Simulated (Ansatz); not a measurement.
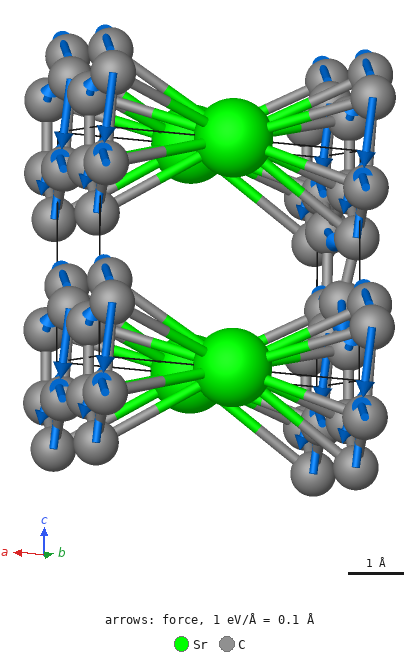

Starting geometry of a crystal of SrC₈ (a generated structure, set up in P1) (coarse preliminary run) with the computed forces as blue arrows. The picture is a ball-and-stick view of the cell of the calculation, seen from a free direction.

Computed with Ansatz 0.2.0, DFT PBE+D3(BJ), scalar-relativistic, plane waves, PAW.

The input:
```yaml
crystal:
  lattice:
    - [0.0014611917, -0.00937432, 4.8376804325]
    - [4.9844289701, 0.0296209693, 0.0015125587]
    - [-2.4665619732, 4.2720362236, -0.0091600747]
  atoms:
    - { symbol: Sr, position: [0.4867878767, -0.0043922417, 0.0042123613] }
    - { symbol: C, position: [0.0102982449, 0.3114773364, 0.6646980953] }
    - { symbol: C, position: [0.0109115976, 0.3648304808, 0.2208356807] }
    - { symbol: C, position: [-0.0165168556, 0.8280620717, 0.6280871486] }
    - { symbol: C, position: [0.0100575329, 0.8086383208, 0.1441884083] }
    - { symbol: C, position: [1.0080448049, 0.1896360047, 0.8342653368] }
    - { symbol: C, position: [-0.0083171435, 0.1824863035, 0.326456736] }
    - { symbol: C, position: [-0.0132014781, 0.6676159441, 0.8323081786] }
    - { symbol: C, position: [0.0119354201, 0.6516457796, 0.3449480544] }
basis:
  ecutwfc: 420
kpoints:
  mp_grid: { grid: [4, 6, 6] }
hamiltonian:
  xc: pbe
  dispersion: d3bj
scf:
  occupations: { method: gaussian, width: 0.2 }
  lower_state_search: "off"
output:
  forces: true
  stress: true
  eigenvalues: true
relax:
  adjacent_minimum: "off"
  f_tol: 0.025
  max_steps: 60
  cell: { stress_tol: 0.25 }
```

Command:
```bash
ansatz run input.yaml --threads 1 --pin off --max-ram 2048MiB --backend cpu --events-out ev --progress --plain --runs-dir out
```

Q: Is this structure relaxed? If not, where do the atoms go?

A: It isn't relaxed: the largest force vector, on C4, is 15.46 eV/Å. The final displacements follow the starting forces only in part (cosine between the two patterns 0.83). The largest move relative to the cell is that of C3, 0.24 Å roughly along [−1 −2 −3]. Largest moves by element: C 0.24 Å, Sr 0.07 Å. The volume changes by +0.7 %, with a 4.838 → 4.837 Å (0.0 %), b unchanged at 4.985 Å, c 4.933 → 4.985 Å (+1.1 %), α 119.7° → 120.0°, β 90.2° → 90.0°. Near-neighbour distances that change, for instance: C3–C6 1.659 → 1.444 Å, C4–C9 1.236 → 1.434 Å, C3–C7 1.255 → 1.444 Å, Sr1–C3 3.000 → 2.817 Å. Among the angles between lasting bonds that change: C7–C3–C9 133.4° → 120.0°, C6–C2–C7 132.5° → 120.0°, Sr1–C7–C3 86.4° → 75.2°. The space group (tolerance 0.01 Å) goes from P1 (No. 1) to P6/mmm (No. 191). The energy falls by 5.220 eV per cell of the calculation in 5 accepted moves (6 points after the start). Largest force component: 15 eV/Å at the start, 0.0018 eV/Å at the end. The pressure goes from 17.91 to −0.03 GPa. At 1 point the geometry stayed and the basis and grid were re-selected for the new cell (energy shift of 1.8 meV per cell of the calculation at most each time).
